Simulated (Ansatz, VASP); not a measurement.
# Cross-check of ErAs between VASP and Ansatz

One calculation is typed for both programs; each brings its own data sets and cutoff. How far apart do they land? The cell comes out of the VASP series on this material, whose earlier steps may have relaxed, scaled or displaced it; both programs get it as it stands.

Program: Ansatz 0.2.0. Level of theory: plane waves, with VASP 6.6.1 beside it; relaxation of cell and atoms at PBEsol, DFT+U. Results are calculated unless marked as measured.

In doubt: warnings of the run leave room for a lower electronic state, so energies may not be the lowest and differences between runs may mislead; a part-filled 4f shell, where there is one, can sit in one of many states, so energies may not be the lowest and differences between runs may mislead; derivatives with an open 4f shell can jump between states, which bears on forces and vibrations.

## (1) The structure

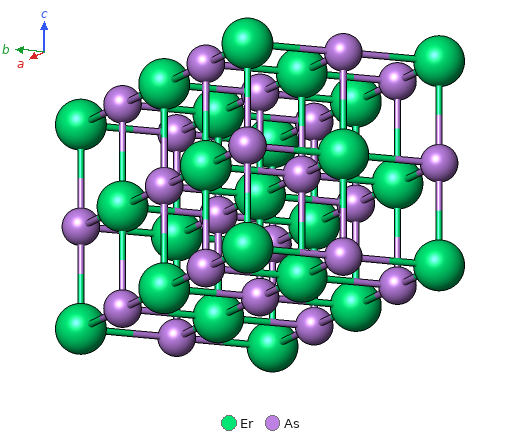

The cell as given, from a free direction (erbium green, arsenic purple). 2×1×1 cells are drawn. This picture shows the conventional cell, with its axes. Some periodic images of atoms are drawn too.

## (2) Ansatz: relaxation of cell and atoms, PBEsol, DFT+U

Ansatz runs on its default PAW (the set named soft_2) files.

The relaxed volume is the usual yardstick between codes: its relative difference is about their pressure difference at one cell divided by the bulk modulus.

input.yaml

```yaml
crystal:
  lattice:
    - [0.0, 5.732, 5.732]
    - [2.866, 2.866, 5.732]
    - [2.866, 2.866, 0.0]
  atoms:
    - { symbol: Er, position: [0.0, 0.0, 0.0], spin: 2.9 }
    - { symbol: Er, position: [0.5, 0.0, 0.0], spin: -2.9 }
    - { symbol: As, position: [0.0, 0.5, 0.5] }
    - { symbol: As, position: [0.5, 0.5, 0.5] }
hamiltonian:
  xc: pbesol
  pseudopotentials: { kind: paw }
  hubbard: { sites: [{ species: Er, l: f, u_eff: 5.0 }] }
magnetization:
  spin_polarized: true
kpoints:
  mp_grid: { grid: [6, 6, 6] }
scf:
  occupations: { method: gaussian, width: 0.05 }
relax:
  f_tol: 0.01
  max_steps: 60
  cell: { stress_tol: 0.05 }
output:
  forces: true
  stress: true
```

Started as:

```console
$ ansatz run input.yaml --threads 4 --pin off --max-ram 9216MiB --backend cpu --events-out ev --progress --plain --runs-dir out
```

Numbers of over 12 decimals in the logs are rounded to 6 here.

What it wrote:

```text
basis.fft_grid_basis auto: the FFT boxes are laid along the combinations [[1, -1, 0], [0, 1, -1], [0, 0, 1]] of the cell's own vectors, 4.053, 5.732 and 4.053 Å long. The dense box has 30×40×30 points. Along the cell's own vectors, as sized, it would have 60×48×30, 2.40 times as many. basis.fft_grid_basis: typed keeps the cell's own vectors: state it where this run's energies or levels are differenced outside the engine with another run's, or held beside a run that keeps those vectors.
Er: projections on atomic orbitals take those of the free atom [Kr 4d10] 4f12 5s2 5p6 5d0 6s2, of charge +0.00 (hamiltonian.pseudopotentials.projection_atoms); the dataset's partial waves leave at most 1.3e-4 of an orbital's norm unspanned inside its sphere
As: projections on atomic orbitals take those of the free atom [Ar] 3d10 4s2 4p3, of charge +0.00 (hamiltonian.pseudopotentials.projection_atoms); the dataset's partial waves leave at most 1.7e-6 of an orbital's norm unspanned inside its sphere
Engine: ansatz 0.2.0, aarch64-unknown-linux-gnu
Pseudopotentials: kind: paw
Pseudopotential: Er, paw, valence charge 22, recommended cutoff 420 eV (normal), Er.paw.azcp
Pseudopotential: As, paw, valence charge 15, recommended cutoff 420 eV (normal), As.paw.azcp
Functional definition: PBEsol
  exchange = pbesol_x
  correlation = pbesol_c
Crystal: 4 atoms, lattice volume = 94.165 Å³
Basis set: ecut = 420 eV, 1875 PW (Γ), FFT grids on a1−a2, a2−a3, a3, exchange–correlation on 60×80×60 points (8 copies of the dense FFT grid, shifted against one another)
Bands: 48, of which v1, the nominal top of the filled ones, is band 37 counted from 1 (36 counted from 0)
Symmetry: 16 space group operations
Space group: P4/mmm (ITA 123), of the structure as read, at distance tolerance 4.5e-5 Å
Magnetic group: BNS 123.350 (UNI 1010), of the structure as read, at distance tolerance 4.5e-5 Å
k-points: 40 of 216
Non-local potential: Er, projectors of the file, l = 0: 3, l = 1: 2, l = 2: 2, l = 3: 3
Non-local potential: As, projectors of the file, l = 0: 2, l = 1: 2, l = 2: 3, l = 3: 1
PAW form: soft (Blöchl's): semilocal exchange-correlation on the pseudo side does not see the compensation charge
PAW frozen core: Er, regenerated for the run's functional, and the local potential with it (the file was generated under x = pbe(κ = 0.804, μ = 0.219515), c = pbe(β = 0.066725))
PAW frozen core: As, regenerated for the run's functional, and the local potential with it (the file was generated under x = pbe(κ = 0.804, μ = 0.219515), c = pbe(β = 0.066725))
PAW one-centre angular grid: Er, 590 points (default); XC on 64 Gauss nodes
PAW one-centre angular grid: As, 590 points (default); XC on 64 Gauss nodes
Initial density: superposition of atomic densities (chi_scale 0.1, normalization cell, long waves kept (reshape's long-wave potential 0.00 eV rms))
Starting moments: Σ|m| = 5.8 μB on 2 of 4 sites
Starting magnetic order: antiferromagnet; a translation exchanges its spin sublattices: spin-degenerate at every k-point
Initial wavefunctions: pseudopotential atomic-orbital guess
Functional: x = pbesol(κ = 0.804, μ = 0.123457), c = pbesol(β = 0.046)
SCF iter   1: F=—  HF=-33577.336689 eV  |F-HF|=—  |Δ(HF+E_count)|=         —  Δρ=2.27e-1 (↑2.27e-1 ↓2.27e-1)  dr2=1.35e2  dr2_m=1.47e1  M=0.000 μB ∫|m|=0.665 μB  β_m=0.30  ethr=3.10e-3  ⟨swp⟩=5.0  Hψ=6636  notcnv=0  defer=6
preconditioner: auto → Kerker (q_TF=auto, 2.621 Å⁻¹)  [metal: Δε(μ)=0.008 eV  Ē_g=18.198 eV  σ=0.050 eV  W_gap=0.09  n_scr=28 (ndim 8)  ℏωp=32.0 eV  f_vac=0.000  D(μ)=6.25/eV (n_scr^D=58)]
spin=Collinear: Kerker preconditioning applied to the charge; magnetization (m = ρ↑ − ρ↓) channel mixes plain (no charge-response kernel on spin).
SCF iter   2: F=—  HF=-33610.324465 eV  |F-HF|=—  |Δ(HF+E_count)|=    3.30e1  Δρ=5.12e-1 (↑5.12e-1 ↓5.12e-1)  dr2=4.39e2  dr2_m=9.69e1  M=0.000 μB ∫|m|=13.788 μB  β_m=1.00  ethr=3.10e-3  ⟨swp⟩=8.3  Hψ=6256  notcnv=0  defer=186
SCF iter   3: F=—  HF=-33546.948377 eV  |F-HF|=—  |Δ(HF+E_count)|=    6.34e1  Δρ=2.10e-1 (↑2.10e-1 ↓2.10e-1)  dr2=4.28e0  dr2_m=3.64e1  M=0.000 μB ∫|m|=6.199 μB  β_m=0.30  ethr=3.10e-3  ⟨swp⟩=5.0  Hψ=6413  notcnv=0  defer=157
SCF iter   4: F=—  HF=-33560.668562 eV  |F-HF|=—  |Δ(HF+E_count)|=    1.37e1  Δρ=2.24e-1 (↑2.24e-1 ↓2.24e-1)  dr2=9.27e0  dr2_m=4.13e1  M=0.000 μB ∫|m|=4.216 μB  β_m=0.30  ethr=3.10e-3  ⟨swp⟩=3.7  Hψ=4257  notcnv=0  defer=120
SCF iter   5: F=—  HF=-33567.047999 eV  |F-HF|=—  |Δ(HF+E_count)|=    6.38e0  Δρ=1.00e-1 (↑1.00e-1 ↓1.00e-1)  dr2=9.16e-1  dr2_m=8.52e0  M=0.000 μB ∫|m|=5.543 μB  β_m=0.30  ethr=3.10e-3  ⟨swp⟩=3.3  Hψ=4214  notcnv=0  defer=157
SCF iter   6: F=—  HF=-33570.982668 eV  |F-HF|=—  |Δ(HF+E_count)|=    3.93e0  Δρ=6.42e-2 (↑6.42e-2 ↓6.42e-2)  dr2=3.24e0  dr2_m=2.78e0  M=0.000 μB ∫|m|=5.982 μB  β_m=0.30  ethr=1.24e-3  ⟨swp⟩=3.2  Hψ=4214  notcnv=0  defer=128
SCF iter   7: F=—  HF=-33574.363931 eV  |F-HF|=—  |Δ(HF+E_count)|=    3.38e0  Δρ=4.77e-2 (↑4.77e-2 ↓4.77e-2)  dr2=4.00e0  dr2_m=1.06e0  M=0.000 μB ∫|m|=6.127 μB  β_m=1.00  ethr=1.24e-3  ⟨swp⟩=2.7  Hψ=3575  notcnv=0  defer=128
[...]
iter 1 solved again at ethr=6.32e-8 eV; its pass at ethr=3.10e-3 eV (dr2=4.68e-5 eV) is discarded
SCF iter   1: F=—  HF=-33577.231167 eV  |F-HF|=—  |Δ(HF+E_count)|=         —  Δρ=4.69e-7 (↑4.69e-7 ↓4.66e-7)  dr2=9.66e-10  dr2_m=3.78e-11  M=-0.000 μB ∫|m|=6.020 μB  β_m=0.30  ethr=6.32e-8  ⟨swp⟩=4.1  Hψ=76835  notcnv=0
eigensolver tolerance schedule: the retry pair's looser diagonalisation over-reported the residual by 48421.99 of it (diagonalisation noise at 80.53 of the residual, at the tolerance the schedule requests for it); recorded, not acted on — ethr = c·dr2/N_el stays at c = 1.0e-1
spin=Collinear: Resta preconditioning applied to the charge; magnetization (m = ρ↑ − ρ↓) channel mixes plain (no charge-response kernel on spin).
SCF iter   2: F=-33577.231167 eV  HF=-33577.231167 eV  |F-HF|=8.00e-11  |Δ(HF+E_count)|=   1.97e-7  Δρ=1.21e-7 (↑1.20e-7 ↓1.21e-7)  dr2=3.48e-11  dr2_m=5.17e-13  M=-0.000 μB ∫|m|=6.020 μB  ethr=1.31e-12  ⟨swp⟩=6.3  Hψ=52237  notcnv=0
SCF 1 converged in 2 iterations: F = -33577.231167 eV  dr2 = 3.48e-11
the translation (0.5, 0, 0) carries every atom to within crystal.symmetry.tolerance of an atom of its element with the starting moment reversed, but both spin channels are solved: the run starts from a saved state that isn't shown to keep it, or this solve from the single point that its walk made first
iter 1 solved again at ethr=1.00e-12 eV; its pass at ethr=1.35e-6 eV (dr2=3.48e-11 eV) is discarded
SCF iter   1: F=—  HF=-33577.231167 eV  |F-HF|=—  |Δ(HF+E_count)|=         —  Δρ=1.21e-7 (↑1.20e-7 ↓1.21e-7)  dr2=3.48e-11  dr2_m=5.16e-13  M=-0.000 μB ∫|m|=6.020 μB  ethr=1.00e-12  ⟨swp⟩=1.0  Hψ=47686  notcnv=0
spin=Collinear: Resta preconditioning applied to the charge; magnetization (m = ρ↑ − ρ↓) channel mixes plain (no charge-response kernel on spin).
SCF iter   2: F=—  HF=-33577.231159 eV  |F-HF|=—  |Δ(HF+E_count)|=   8.10e-6  Δρ=9.02e-6 (↑7.85e-6 ↓9.02e-6)  dr2=1.15e-7  dr2_m=3.05e-8  M=0.000 μB ∫|m|=6.020 μB  ethr=1.35e-6  ⟨swp⟩=2.0  Hψ=31561  notcnv=0
SCF iter   3: F=-33577.231167 eV  HF=-33577.231167 eV  |F-HF|=8.49e-9  |Δ(HF+E_count)|=   8.05e-6  Δρ=2.04e-6 (↑2.01e-6 ↓2.04e-6)  dr2=8.15e-9  dr2_m=1.45e-9  M=0.000 μB ∫|m|=6.020 μB  ethr=1.35e-10  ⟨swp⟩=2.5  Hψ=37846  notcnv=0
WARN: a single-point calculation of the run's input, under the relaxation's own `scf.mixing.negative_modes` where the relaxation goes by `scf.lower_state_search: light` itself or types `scf.max_iter`, was made at the relaxed geometry, from the density of the relaxation's final state, in 5 SCF iterations in all. It converged -0.0 meV from the relaxation's final energy, with moments (2.97, -2.97, 0.01, -0.01 Bohr magnetons, atom by atom), which does not count as lower, and the relaxation's result stands. No further magnetic order was relaxed to its end, and one can end lower (see `relax.adjacent_minimum`). [rest of the remark cut]
SCF converged after 5 iterations
Magnetization: -0.0000 μB (37.0000 up, 37.0000 down)
Absolute magnetization: 6.0128 μB (∫|ρ↑−ρ↓|, with the PAW one-centre terms)
Spin contamination: 3.0021 ħ² per cell (⟨S²⟩ above its minimum at these occupations)
Per-site moments (μB) at R_I (Å): [(2.972418, 1.171073), (-2.972419, 1.171073), (0.00603238, 1.171073), (-0.0060325, 1.171073)]
Free energy (F): -33577.231167 eV
Harris-Foulkes:  -33577.231167 eV  (|F-HF|=2.18e-11)
Internal energy: -33577.230323 eV  (E = F + TS)
E sigma→0 (E₀):  -33577.230745 eV
Entropy (-TS):   -0.000844 eV (-0.211 meV/atom)
Fermi energy:    12.983882 eV
--- Per-component energies (eV) ---
  E_band       = -420.757757
  E_kinetic    = 989.171755
  E_local      = -11716.024154  (includes V_loc(G=0)·N_el)
  E_nonlocal   = -46.819056
  E_hartree    = 5397.873570
  E_xc         = -559.231526
  E_vxc        = -632.005317  (∫ρ·V_xc dr)
  E_hubbard    = 0.451652  (on-site DFT+U / exact-exchange correction)
  E_vhub       = -54.273230  (the Hubbard potential's part of the band-sum identity)
  E_paw        = -17585.325579  (= ΣΔE_a)
  E_vpaw       = 243.444856  (= ΣTr[D̂ρ^β])
  E_aug_tail   = 0.000017  (compensation charges beyond the density's cutoff)
  E_ewald      = -10061.197276
  E_core_change = 3.870274  (= ΣΔE_core)
  E_smearing   = -0.000844  (= −TS)
  E_closure    = -0.000000  (closes the sum)
  Σ components = -33577.231167   (vs F -33577.231167, Δ=0.00e0)
--- Forces (eV/Å), atoms counted from 1 ---
  atom   1  Er     0.00000000     0.00000000     0.00000000
  atom   2  Er     0.00000000     0.00000000     0.00000000
  atom   3  As     0.00000000     0.00000000     0.00000000
  atom   4  As     0.00000000     0.00000000     0.00000000
  max |Σ_I F_I| component: 0.00e0 eV/Å
--- Stress (GPa, compression-positive) ---
        0.002396       0.000011      -0.000056
        0.000011      -0.001121       0.001216
       -0.000056       0.001218      -0.000399
  P = ⅓ Tr σ = 0.0003 GPa (0.003 kbar)
--- Band table (eV; the first three rows and the last of 224) ---
  k-point 0 ↑: bands = [... 33 lower, 12.5663, 12.6177, 13.1733, 13.3897, 13.4901, 14.1224, 14.2710, 14.3187, ... 7 higher]
  k-point 1 ↑: bands = [... 33 lower, 11.7588, 12.0470, 12.5177, 12.5640, 13.6037, 13.6601, 13.7170, 13.9563, ... 7 higher]
  k-point 2 ↑: bands = [... 33 lower, 10.9347, 11.3626, 11.4748, 11.4825, 13.5525, 13.6151, 13.6194, 15.6650, ... 7 higher]
  k-point 111 ↓: bands = [... 33 lower, 11.0848, 11.1032, 11.2513, 11.3237, 13.5310, 13.5766, 13.6546, 16.1871, ... 7 higher]
--- Relaxed structure (7 steps of the walk, 6 accepted, 2 SCFs on fresh bases) ---
  F+E_penalty+E_count = -33577.23116712 eV   max|allowed force component| = 0.000e0 eV/Å   (the final SCF, on the basis selected at the relaxed cell)
  cell:  # Å, volume = 91.7090 Å³
    - [3.4100563130893416e-6, 5.676686, 5.671097]
    - [2.841887, 2.834928, 5.674513]
    - [2.841883, 2.841756, -0.00341174]
  atoms:
    - { symbol: Er, position: [0, 0, 0] }
    - { symbol: Er, position: [0.500000, 5.551115123125783e-17, 0.0] }
    - { symbol: As, position: [4.206704429243757e-17, 0.500000, 0.500000] }
    - { symbol: As, position: [0.5, 0.5, 0.5] }
```

The job ended after 23 min (4 threads of Arm Neoverse V2, shared host; peak memory 2.9 GiB; 1.5 h of CPU time).

(Continued in part 2 of 2.)

[Lines on the potential files, build, host, timing and source positions are cut from VASP's logs without a mark.]

[Logs are printed without paths, hosts, clocks, repeated set-up lines and the standing remarks that a program may print on its own settings, such as how far it seeks lower states.]

[Hosts, paths, dates, database ids (printed as entryN), source tags and the programs' standing remarks are cut or masked in the printed files.]
